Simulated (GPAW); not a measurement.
**How Sn absorbs and reflects light**

Aim: the dielectric function of Sn, and the optical constants that follow from it. The cell comes from an older database entry, whose edges can differ from later determinations, mostly by under a per cent.

Program: GPAW 26.7.0. Level of theory: DFT, PBE, plane-wave PAW (GPAW data sets), scalar-relativistic, RPA, optical limit. Results are calculated unless marked as measured.

The database entry behind the starting cell differs from later determinations by our own check (about 0.15 % long, nanocrystals), so it need not match the best structure at ambient conditions.

## (1) The structure

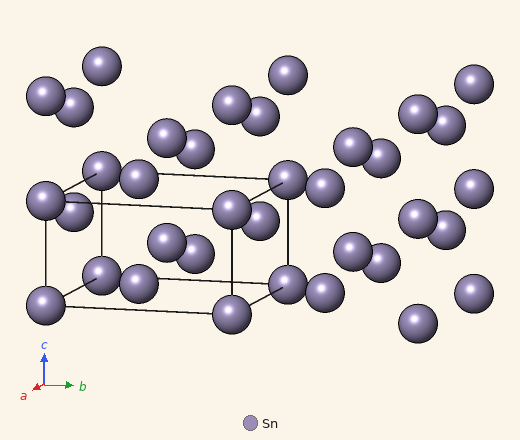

The starting structure, seen slightly off an axis (tin purple). 1×2×2 cells are drawn. This picture shows the conventional cell, with its axes. Some periodic images of atoms are drawn too.

Structure file:

```cif
data_structure
_symmetry_space_group_name_H-M 'I4_1/amd:1'
_symmetry_Int_Tables_number 141
_cell_length_a 5.8393
_cell_length_b 5.8393
_cell_length_c 3.1876
_cell_angle_alpha 90.000
_cell_angle_beta 90.000
_cell_angle_gamma 90.000
_cell_volume 108.69
loop_
_atom_site_label
_atom_site_type_symbol
_atom_site_symmetry_multiplicity
_atom_site_Wyckoff_symbol
_atom_site_fract_x
_atom_site_fract_y
_atom_site_fract_z
_atom_site_occupancy
Sn1 Sn 4 a 0.00000 0.50000 0.25000 1
```

## (2) Ground state

The self-consistent density comes first; it also tells whether there is a gap, which decides the occupations and the need for a Drude term.

This step: DFT, PBE, plane-wave PAW (GPAW data sets), scalar-relativistic, ground state (GPAW 26.7.0).

Contents of gs.py:

```python
from ase import Atoms
from ase.dft.bandgap import bandgap
from gpaw import GPAW, PW, FermiDirac

atoms = Atoms(['Sn', 'Sn'],
              cell=[[-2.919644075000, 2.919644075000, 1.593800000000],
                    [2.919644075000, -2.919644075000, 1.593800000000],
                    [2.919644075000, 2.919644075000, -1.593800000000]],
              scaled_positions=[[0.750000000000, 0.250000000000, 0.500000000000],
                                [0.000000000000, 0.000000000000, 0.000000000000]],
              pbc=[True, True, True])
atoms.calc = GPAW(mode=PW(500), xc='PBE', kpts={'size': (8, 8, 8), 'gamma': True},
                  occupations=FermiDirac(0.05), maxiter=150, txt='gs.txt')
print('energy (eV)', atoms.get_potential_energy())
print('Fermi level (eV)', atoms.calc.get_fermi_level())
print('valence electrons', atoms.calc.get_number_of_electrons())
print('gap (eV)', bandgap(atoms.calc, output=None)[0])
print('direct gap (eV)', bandgap(atoms.calc, direct=True, output=None)[0])
atoms.calc.write('gs.gpw')
```

Command:

```console
$ OMP_NUM_THREADS=1 python gs.py
```

Numbers of over 12 decimals in the logs are rounded to 6 here.

The log of the run:

```text
__  _  _
 | _ |_)|_||  |
 |__||  | ||/\| - 26.7.0

Versions:
  Python: 3.12.14
  ASE:    3.29.0
  Numpy:  2.5.5
  Scipy:  1.18.1
  Libxc:  7.0.0

Input parameters:
  mode=PW(ecut=500.0),
  kpts=MonkhorstPack(size=(8, 8, 8), gamma=True),
  maxiter=150,
  occupations=Occupations(name='fermi-dirac', width=0.05, fixmagmom=False),
  xc=XC(name='PBE')

Diagonalizing LCAO Hamiltonian
Converting LCAO to pw mode

         Sn

       Sn

Atoms  # Å, Bohr magnetons
|   | symbol |        x |        y |        z |    initial magnetic moments |
| 0 |     Sn | 0.000000 | 2.919644 | 0.796900 | ( 0.0000,  0.0000,  0.0000) |
| 1 |     Sn | 0.000000 | 0.000000 | 0.000000 | ( 0.0000,  0.0000,  0.0000) |

Unit cell  # Å
| periodic |         x |         y |         z |  lengths |     angles |
|      yes | -2.919644 |  2.919644 |  1.593800 | 4.425928 |  97.450858 |
|      yes |  2.919644 | -2.919644 |  1.593800 | 4.425928 |  97.450858 |
|      yes |  2.919644 |  2.919644 | -1.593800 | 4.425928 | 137.786681 |

Number of symmetries: 8
Symmetry operations  # r_c * U_cc + t_c -> r_c
|   | kind |            matrix            |
| 0 |  σ   |  1, 1, 1,  0, 0,-1,  0,-1, 0 |
| 1 |  E   |  1, 0, 0,  0, 1, 0,  0, 0, 1 |
| 2 |  C2  |  0, 1, 0,  1, 0, 0, -1,-1,-1 |
| 3 |  S4  |  0, 0, 1, -1,-1,-1,  0, 1, 0 |
| 4 |  σ   |  0, 0,-1,  1, 1, 1, -1, 0, 0 |
| 5 |  C2  |  0,-1, 0, -1, 0, 0,  0, 0,-1 |
| 6 |  C2  | -1, 0, 0,  0,-1, 0,  1, 1, 1 |
| 7 |  S4  | -1,-1,-1,  0, 0, 1,  1, 0, 0 |

BZ-sampling:
  Number of BZ points: 512
  Number of IBZ points: 59

  Monkhorst-Pack size: [8, 8, 8]
  Monkhorst-Pack shift: [0.0625, 0.0625, 0.0625]

K-points  # in reciprocal-cell coordinates
|     |                                coordinates |     weight |
|   0 | (  0.00000000,   0.00000000,   0.00000000) | 0.00195312 |
|   1 | (  0.12500000,  -0.12500000,   0.00000000) | 0.00781250 |
|   2 | (  0.12500000,  -0.12500000,   0.12500000) | 0.00781250 |
|   3 | (  0.12500000,   0.00000000,   0.00000000) | 0.01562500 |
|   4 | (  0.12500000,   0.12500000,  -0.12500000) | 0.00390625 |
|   5 | (  0.25000000,  -0.25000000,   0.00000000) | 0.00781250 |
|   6 | (  0.25000000,  -0.25000000,   0.12500000) | 0.01562500 |
|   7 | (  0.25000000,  -0.25000000,   0.25000000) | 0.00781250 |
|   8 | (  0.25000000,  -0.12500000,   0.00000000) | 0.03125000 |
|   9 | (  0.25000000,  -0.12500000,   0.12500000) | 0.01562500 |
| ... |                                            |            |
|  58 | (  0.50000000,   0.50000000,   0.50000000) | 0.00195312 |

Plane wave coefficients: 1398
Cutoff: 500.0 eV

Spin-components: 1 (collinear spins)
Bands:           18
Projectors:      12
Spin-degeneracy: 2
Datatype:        complex128

Parallelization:
  kpt:    1
  domain: 1
  band:   1

Density:
  Valence electrons: 28.0
  Components: 1
  Grid points: [24 24 24]
  Charge: 0.0  # |e|

Potential:
  Grid points: [24 24 24]

species:
  Sn:
    name:    Tin
    id:
    Z:       50.0
    valence: 14
    core:    36
    charge:  0.0  # [|e|]
    compensation charges:
      type: gauss
      rc: 0.38  # [Å]
      lmax: 2
    cutoffs:
      filter: 2.23  # [Å]
      core: 2.35  # [Å]
    projectors
    | kind |    occ | energy [eV] | rcut [Å] |
    |   5s |  2.000 |     -10.538 |    1.201 |
    |   5p |  2.000 |      -3.696 |    1.270 |
    |   4d | 10.000 |     -25.845 |    1.185 |
    |    s |        |      16.674 |    1.201 |
    |    p |        |      23.515 |    1.270 |
    |    d |        |       1.367 |    1.185 |

    Using partial waves for Sn as LCAO basis

Reference energy: -336021.386614  # eV

eigensolver:
  PPCG
  Converge bands: occupied
  niter=2

density mixing:
  MSR1-Mixer
  Pratt-step length: 0.05
  Maximum mixing coefficient: 0.75
  Old densities: 10
  SVD Regularization: 0.005
  Good broyden scale: 1.0
  Trust region scale: 1.0
  Backstep threshold: 4.0
  History deletion threshold: 6.0
  Fourier metric: weight=20.0, sigma=0.015

occupation numbers:
  Fermi-Dirac:
    width: 0.0500  # eV

poisson solver:
  ecut: 4000.0  # eV

xc functional:
  name: PBE with 2 nearest neighbor stencil

convergence criteria:
- Maximum [total energy] change in last 3 cyles: 0.0005 eV / valence electron
- Maximum integral of absolute [dens]ity change: 0.0001 electrons / valence electron
- Maximum integral of absolute [eigenst]ate change: 4e-08 eV^2 / valence electron
maximum number of iterations: 150

SCF iterations
|iter     |      energy | eigst |  dens |
|iter:   1||   -7.990957 | +0.03 |       |
|iter:   2||   -7.993979 | -2.29 | -1.67 |
|iter:   3||   -7.982797c| -2.62 | -1.70 |
|iter:   4||   -7.985588c| -3.43 | -2.11 |
|iter:   5||   -7.986159c| -4.38 | -2.61 |
|iter:   6||   -7.986176c| -5.76 | -3.56 |
|iter:   7||   -7.986177c| -6.81 | -4.12c|
|iter:   8||   -7.986178c| -7.70c| -4.99c|

Converged in 8 steps
SCF loop duration: 27.221 s (3.403 s/step)
Energy contributions relative to reference atoms: (reference = -336021.386614)

Energy contributions:
  Kinetic:          10.384422
  Coulomb:          -9.541361
  Zero:              0.032323
  External:          0.000000
  Xc:               -8.856754
  Entropy:          -0.009614
  Spinorbit:         0.000000
  ----------------------------
  Free energy:      -7.990985
  Extrapolated:     -7.986178

dipole moment: (-16.357578, -3.388223, -5.389502)  # |e|*Ang

Fermi level: 7.074
Eigenvalues  # (at kpt = [0.000, 0.000, 0.000])
| band index |      eig [eV] | occ [0-2] |
|          0 |       -14.548 |     2.000 |
|        ... |               |           |
|          6 |       -14.247 |     2.000 |
|          7 |       -14.247 |     2.000 |
|          8 |       -14.163 |     2.000 |
|          9 |       -14.053 |     2.000 |
|         10 |        -4.009 |     2.000 |
|         11 |         3.509 |     2.000 |
|         12 |         5.122 |     2.000 |
|         13 |         5.122 |     2.000 |
|         14 |        10.083 |     0.000 |
|         15 |        13.331 |     0.000 |
|         16 |        13.331 |     0.000 |
|         17 |        13.895 |     0.000 |

No gap
No difference between direct/indirect transitions

--- standard output ---
energy (eV) -7.986178
Fermi level (eV) 7.074176
valence electrons 28.0
gap (eV) 0.0
direct gap (eV) 0.0
```

Wall time 30 s (1 thread of Intel Xeon at 2.70GHz, shared host); peak memory 0.17 GiB.

Numbers from this step:

* energy: -7.986 eV
* Fermi energy: 7.074 eV
* electrons: 28

There are states at the Fermi level within the smearing, so the occupations stay smeared and the carriers get a Drude term.

## (3) Bands for the response

At the fixed density, many empty bands are solved on the mesh of the response, since the spectrum sums over them.

This step: DFT, PBE, plane-wave PAW (GPAW data sets), scalar-relativistic, bands at fixed density (GPAW 26.7.0).

Contents of nscf.py:

```python
from ase.dft.bandgap import bandgap
from gpaw import GPAW, FermiDirac

calc = GPAW('gs.gpw').fixed_density(kpts={'size': (15, 15, 15), 'gamma': True}, nbands=47, convergence={'bands': 41},
                                    occupations=FermiDirac(0.05), txt='nscf.txt')
print('gap (eV)', bandgap(calc, output=None)[0])
print('direct gap (eV)', bandgap(calc, direct=True, output=None)[0])
print('top band over the Fermi level (eV)', min(calc.get_eigenvalues(kpt=k)[40] for k in range(len(calc.get_ibz_k_points()))) - calc.get_fermi_level())
calc.write('full.gpw', mode='all')
```

Command:

```console
$ OMP_NUM_THREADS=1 python nscf.py
```

The log of the run:

```text
Diagonalizing LCAO Hamiltonian
Converting LCAO to pw mode
convergence criteria:
- Maximum integral of absolute [eigenst]ate change: 4e-08 eV^2 / valence electron
maximum number of iterations: 150

SCF iterations
|iter     |      energy | eigst |  dens |
|iter:   1||             | +3.53 |       |
|iter:   2||             | +2.07 |       |
|iter:   3||             | +1.17 |       |
|iter:   4||             | +0.16 |       |
|iter:   5||             | -0.71 |       |
|iter:   6||             | -1.53 |       |
|iter:   7||             | -2.25 |       |
|iter:   8||             | -3.02 |       |
|iter:   9||             | -3.75 |       |
|iter:  10||             | -4.54 |       |
|iter:  11||             | -5.28 |       |
|iter:  12||             | -6.06 |       |
|iter:  13||             | -6.76 |       |
|iter:  14||             | -7.41c|       |
SCF steps: 14
  __  _  _
 | _ |_)|_||  |
 |__||  | ||/\| - 26.7.0

Versions:
  Python: 3.12.14
  ASE:    3.29.0
  Numpy:  2.5.5
  Scipy:  1.18.1
  Libxc:  7.0.0

Input parameters:
  mode=PW(ecut=500.0),
  convergence={'bands': 41},
  gpts=array([24, 24, 24]),
  kpts=MonkhorstPack(size=(15, 15, 15), gamma=True),
  maxiter=150,
  nbands=47,
  occupations=Occupations(name='fermi-dirac', width=0.05, fixmagmom=False),
  parallel={},
  xc=XC(name='PBE')

--- standard output ---
gap (eV) 0.0
direct gap (eV) 0.0
top band over the Fermi level (eV) 27.042355
```

Run time: 10 min. Hardware: 1 thread; peak memory 0.53 GiB.

## (4) Dielectric function, RPA

Local fields let the induced charge screen the field inside the cell, which as a rule lowers ε, most along directions where the density is uneven.

This step: DFT, PBE, plane-wave PAW (GPAW data sets), scalar-relativistic, RPA, optical limit (GPAW 26.7.0).

Contents of df.py:

```python
from gpaw.response.df import DielectricFunction

df = DielectricFunction('full.gpw', frequencies={'type': 'nonlinear', 'domega0': 0.03, 'omega2': 8},
                        ecut=50,
                        eta=0.15,
                        nbands=41,
                        rate=0.05,
                        txt='df.txt')
for direction in ['x', 'z']:
    df.get_dielectric_function(xc='RPA', direction=direction, filename=f'df_{direction}.csv')
```

Command:

```console
$ OMP_NUM_THREADS=1 python df.py
```

The log of the run:

```text
Using integrator: PointIntegrator
NonLinearFrequencyDescriptor(from 0.000 to 53.489 eV, 474 points)
Nonperiodic BCs:  [False False False]
Using integrator: PointIntegrator
NonLinearFrequencyDescriptor(from 0.000 to 53.489 eV, 474 points)
Nonperiodic BCs:  [False False False]
Using integrator: PointIntegrator

Calculating chi0 body with:
    Ground state adapter containing:
    Number of spins: 1
    Number of kpoints: 3375
    Number of irreducible kpoints: 288
    Number of completely occupied states: 12
    Number of partially occupied states: 16

    Linear response parametrization:
    q_c: [0.0, 0.0, 0.0]
    Number of frequency points: 474
    Planewave cutoff: 50.0
    Number of bands: 41
    Number of planewaves: 45
    Broadening (eta): 0.15

Integrating chi0 body.

Symmetries of q_c:
    Direct symmetries (Uq -> q): 8
    Indirect symmetries (TUq -> q): 8
In total 16 allowed symmetries.

288 groups of equivalent kpoints. 91.466667% reduction.

Integral kind: spectral function

Calculating chi0 optical extensions with:
    Ground state adapter containing:
    Number of spins: 1
    Number of kpoints: 3375
    Number of irreducible kpoints: 288
    Number of completely occupied states: 12
    Number of partially occupied states: 16

    Linear response parametrization:
    Number of frequency points: 474
    Planewave cutoff: 50.0
    Number of bands: 41
    Number of planewaves: 45
    Broadening (eta): 0.15
Integrating chi0 head and wings.

Symmetries of q_c:
    Direct symmetries (Uq -> q): 8
    Indirect symmetries (TUq -> q): 8
In total 16 allowed symmetries.

288 groups of equivalent kpoints. 91.466667% reduction.

Integral kind: spectral function wings

Calculating drude chi0 with:
    Number of frequency points:474
    Plasma frequency decay rate: 0.05 eV

    Ground state adapter containing:
    Number of spins: 1
    Number of kpoints: 3375
    Number of irreducible kpoints: 288
    Number of completely occupied states: 12
    Number of partially occupied states: 16

Symmetries of q_c:
    Direct symmetries (Uq -> q): 8
    Indirect symmetries (TUq -> q): 8
In total 16 allowed symmetries.

288 groups of equivalent kpoints. 91.466667% reduction.

Integral kind: intraband
Plasma frequency:
[[ 8.41-0.j  0.  +0.j  0.  +0.j]
 [ 0.  +0.j  8.41-0.j  0.  +0.j]
 [ 0.  +0.j  0.  +0.j 10.16-0.j]]
```

Elapsed: 2.1 min, on 1 thread; peak memory 0.27 GiB.

Some rows of df_x.csv (energy; Re and Im without local fields; Re and Im with them):

```text
0.000000, 28345.801452, -0.000000, 28344.557301, 0.000000
0.460735, -270.665382, 98.376856, -272.118479, 97.958772
0.943989, -43.095074, 63.621480, -43.820273, 61.832584
1.451455, -37.584416, 41.679264, -36.973493, 40.702517
1.984998, -32.706856, 17.395704, -32.570193, 17.573141
2.546682, -18.594749, 8.880538, -18.797935, 9.035681
3.138794, -9.283576, 5.564827, -9.887857, 5.352429
3.763875, -7.688999, 6.440380, -7.918401, 5.853831
4.424758, -6.025798, 5.510343, -5.984194, 4.883646
5.124608, -5.676192, 4.231896, -5.393521, 3.837121
5.866977, -4.639290, 2.358121, -4.435816, 2.213251
6.655862, -3.343248, 1.461321, -3.229122, 1.349172
7.495775, -2.451246, 0.975055, -2.373423, 0.894123
8.391833, -1.688180, 0.768398, -1.625061, 0.668633
9.349861, -1.241368, 0.587619, -1.162837, 0.499119
10.376517, -0.840124, 0.433996, -0.767407, 0.368777
11.479449, -0.517633, 0.284583, -0.463242, 0.257388
12.667487, -0.223815, 0.214780, -0.181916, 0.202348
13.950874, -0.003556, 0.177413, 0.036519, 0.167939
```

The Im ε has structure finer than the step of the table below, so its rows give means over 1 eV, whole bins alone (the curve runs from 0.305 to 14.0 eV). Peaks (eV: height): E ∥ x 1.1: 69.3.

Sum at mesh points, not converged in k. Table of Im ε by photon energy; means over each step:

```csv
photon energy (eV),E ∥ x,E ∥ z
1,57.5,63.8
2,20.6,28.1
3,6.34,12.0
4,5.49,6.62
5,3.97,3.08
6,2.08,1.55
7,1.17,0.963
8,0.766,0.620
9,0.590,0.505
10,0.455,0.390
11,0.340,0.345
12,0.251,0.289
13,0.199,0.233
```

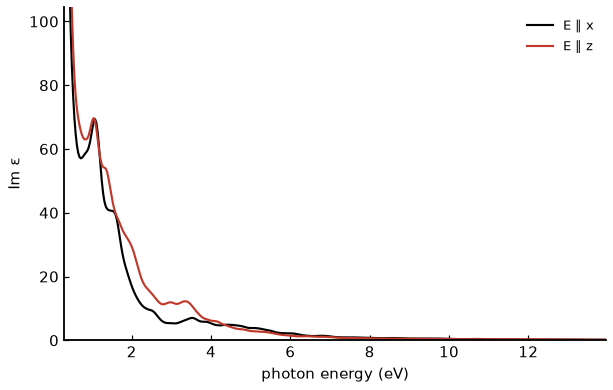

Im ε, plotted against photon energy. Below 1 eV the curve runs off the scale.

Values under 1 per cm are given as 1; sum at mesh points, not converged in k. Table of absorption coefficient by photon energy:

```csv
photon energy (eV),E ∥ x (1/cm),E ∥ z (1/cm)
1.01,7.9e5,9.2e5
1.99,1.2e6,1.3e6
3.02,1.1e6,1.3e6
3.98,1.2e6,1.5e6
4.98,1.2e6,1.5e6
6.02,1.3e6,1.5e6
6.99,1.3e6,1.4e6
8.03,1.2e6,1.3e6
9.02,1.1e6,1.3e6
10.03,1.0e6,1.2e6
11.03,9.2e5,1.1e6
12.02,7.6e5,9.9e5
13.00,5.7e5,8.7e5
```

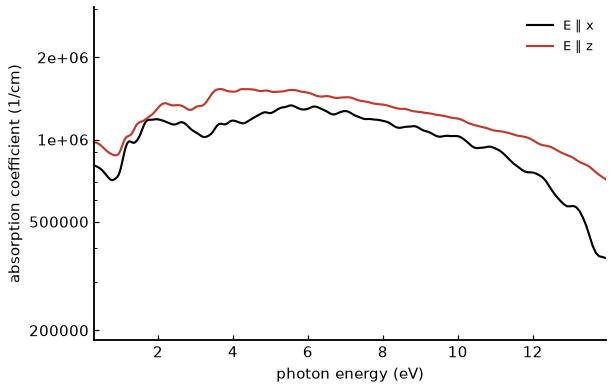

Absorption coefficient against photon energy.

Sum at mesh points, not converged in k. The reflectivity at normal incidence by photon energy; read off at these points:

```csv
photon energy (eV),E ∥ x (%),E ∥ z (%)
1.0,80.3,85.4
2.0,85.5,82.5
3.0,80.1,77.3
4.0,69.5,80.4
5.0,66.3,82.1
6.0,70.0,84.5
6.1,70.9,84.9
6.4,74.6,82.5
7.0,72.7,82.1
7.2,75.0,84.0
8.0,71.5,81.9
9.0,68.9,77.7
10.0,64.0,75.8
11.0,61.6,68.9
11.3,63.7,67.7
12.0,53.2,66.9
13.0,42.2,60.9
```

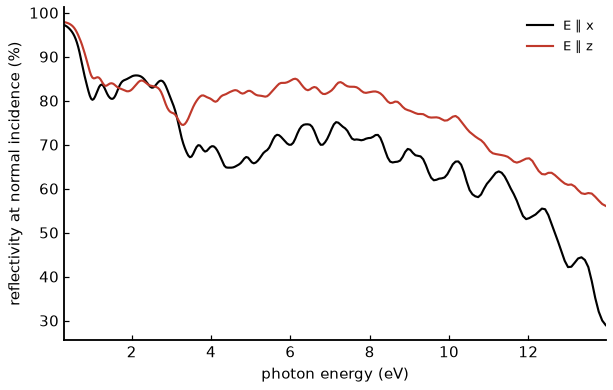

Reflectivity at normal incidence, plotted against photon energy.

Sum at mesh points, not converged in k. Loss function −Im 1/ε at q → 0 against energy loss; read off at these points:

```csv
energy loss (eV),E ∥ x,E ∥ z
1.0,0.0110,0.00749
2.0,0.0129,0.0135
3.0,0.0324,0.0282
4.0,0.0626,0.0300
5.0,0.0858,0.0358
6.0,0.0945,0.0394
7.0,0.111,0.0598
8.0,0.163,0.0804
9.0,0.247,0.135
10.0,0.396,0.196
11.0,0.635,0.374
12.0,1.44,0.565
13.0,3.48,1.08
13.7,6.46,1.79
```

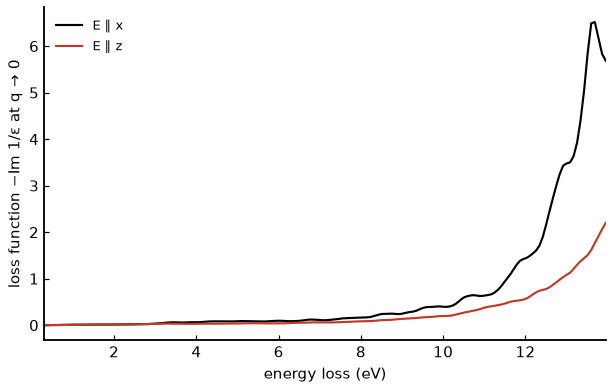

Loss function −Im 1/ε at q → 0 against energy loss.

The Im ε, E ∥ x has structure finer than the step of the table below, so its rows give means over 1 eV, whole bins alone (the curve runs from 0.305 to 14.0 eV). Peaks (eV: height): without local fields 1.1: 71.1; with local fields 1.1: 69.3.

Sum at mesh points, not converged in k. The Im ε, E ∥ x by photon energy; means over each step:

```csv
photon energy (eV),without local fields,with local fields
1,58.7,57.5
2,20.5,20.6
3,6.49,6.34
4,6.06,5.49
5,4.38,3.97
6,2.18,2.08
7,1.24,1.17
8,0.842,0.766
9,0.664,0.590
10,0.499,0.455
11,0.350,0.340
12,0.256,0.251
13,0.199,0.199
```

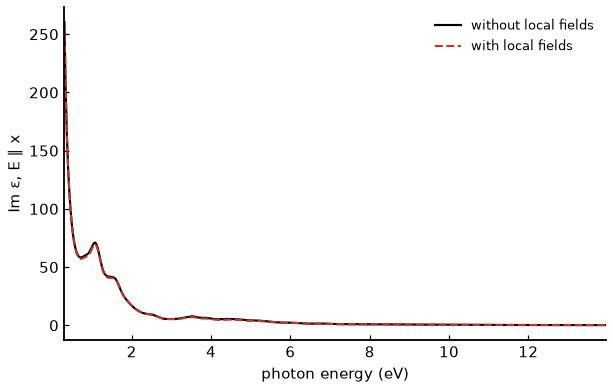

Im ε, E ∥ x, plotted against photon energy.

At chosen wavelengths:

```csv
wavelength (nm),n x,k x,R (%) x,1/α x,n z,k z,R (%) z,1/α z
1550,3.31,8.781,86.2,14 nm,2.91,10.853,91.2,11 nm
800,2.98,6.762,80.6,9.4 nm,2.82,7.402,83.7,8.6 nm
532,1.06,4.840,84.7,8.7 nm,1.52,5.673,84.3,7.5 nm
450,0.76,4.063,84.5,8.8 nm,1.22,4.661,81.7,7.7 nm
405,0.78,3.393,78.7,9.5 nm,1.36,4.268,77.1,7.6 nm
365,1.08,3.031,68.0,9.6 nm,1.45,4.191,75.4,6.9 nm
308,0.90,2.875,69.6,8.5 nm,0.83,3.669,80.2,6.7 nm
```

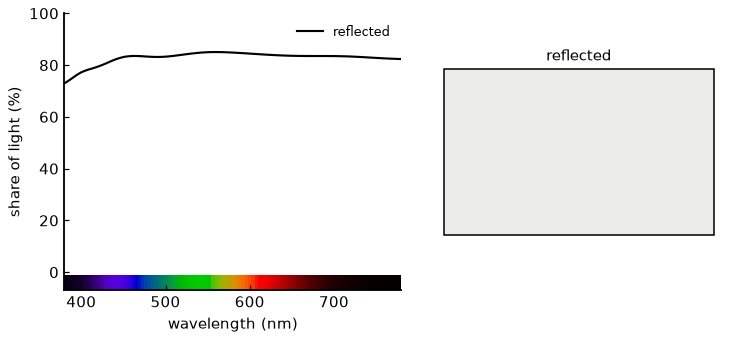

Light reflected across the visible range, with the colour that it makes of daylight (sRGB).

In reflection the computed colour is near white: x = 0.314, y = 0.332, luminous reflectivity 84 %.

## (5) Summary of results

At this level (PBE, RPA) Sn is a metal. The mesh is too coarse to trust the carriers' weight, the reflectivity or the colour to better than tens of per cent. In reflection the computed colour is near white: x = 0.314, y = 0.332, luminous reflectivity 84 %. The carriers' damping of 0.05 eV is typed, not computed; it shapes the response at the lowest energies. Spin-orbit coupling is left out although heavy atoms are present. GPAW's carrier term has the form −ωp²/(ω + i·rate)², which damps like twice the rate and fails at low energy, so the curves leave the lowest energies out. The sum runs over mesh points 0.15 Å⁻¹ apart with no interpolation, so peaks are partly noise of the mesh, and the Drude plasma energy, a sum over the Fermi surface, isn't converged.

[Machine, clock and banner lines and Python warnings are left out of the logs.]

[Logs are printed without paths, hosts, clocks, repeated set-up lines and the standing remarks that a program may print on its own settings, such as how far it seeks lower states.]

[Hosts, paths, dates, database ids (printed as entryN), source tags and the programs' standing remarks are cut or masked in the printed files.]
